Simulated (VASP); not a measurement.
Band structure of CrO₂ (rutile). Level of theory: optB88-vdW, VASP's PBE PAW potentials (set 64) (plane waves; VASP).

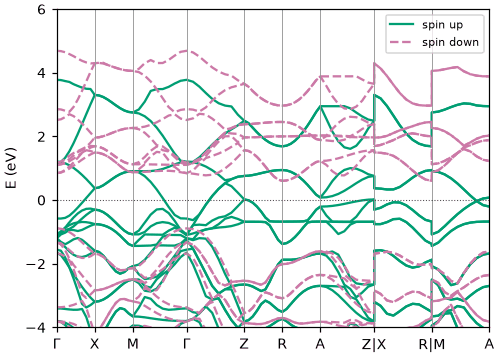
Figure. Bands along high-symmetry lines, zero at the valence-band maximum or, without a gap, the Fermi level

### Question
Read the plot: is there a gap, and where are the band edges?

### Answer
It has no gap at this level: it comes out as a metal or semimetal. (Edges off the drawn lines would not show.)

The compound is CrO2 in the rutile structure. It was relaxed first.
